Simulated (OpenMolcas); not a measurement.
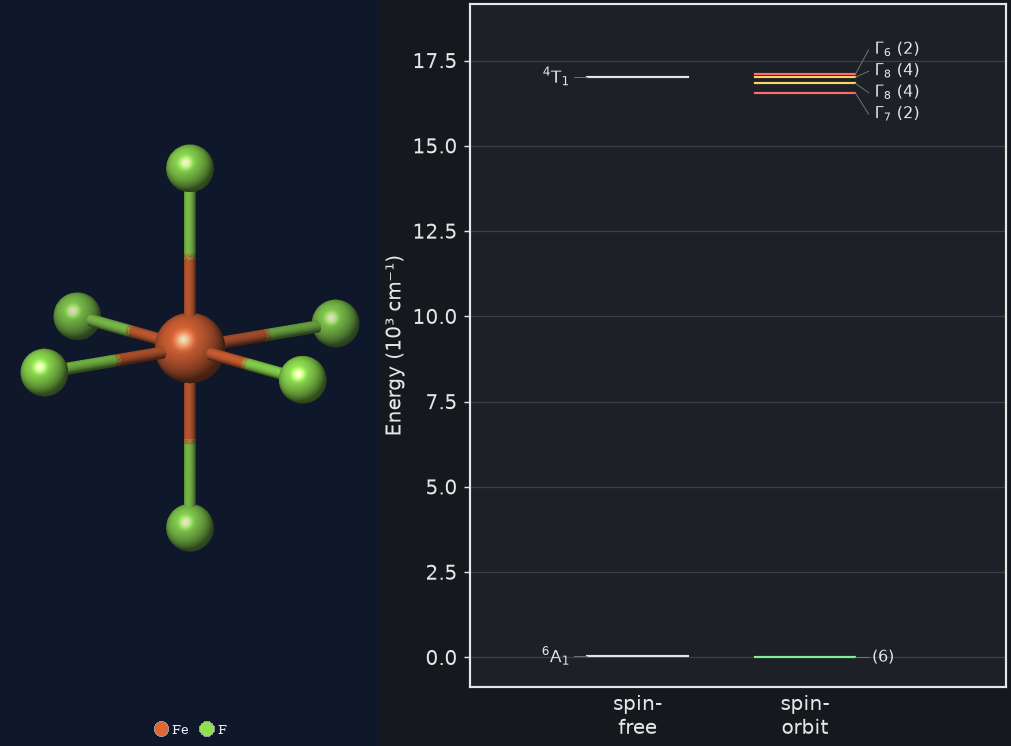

Fe³⁺ (3d⁵) as a dopant in K₂NaGaF₆, a cluster with its 6 nearest F⁻ at 1.938 Å (octahedron) embedded in model potentials and point charges; the geometry was set, not optimised, and its levels. Labels give the representation in O, Td, D4 or D3 as the site allows (double group for half-integer spin) where it could be assigned and, in brackets, the degeneracy; spin-free states, where drawn, share the zero of the spin-orbit levels. Level of the calculation: state-averaged SS-CASPT2, IPEA shift 0.25, imaginary shift 0.1 hartree, closed shells 3s 3p correlated, active space 5 electrons in the shell 3d, basis ANO-RCC-VTZP on the metal and ANO-RCC-VDZP on the ligands, DKH2 scalar Hamiltonian, spin-orbit coupling by RASSI with atomic mean-field integrals (OpenMolcas).

Question: Describe the ground state and the low levels.

Answer: The ground level is 6-fold degenerate, 100 % from states of spin multiplicity 6. The next level lies at 16,600 cm⁻¹ (Γ₇). The lowest spin-free state is ⁶A₁.

Note: small active space favours high spin, ground spin may be wrong; the geometry is set by hand, with no relaxation and no charge compensation.
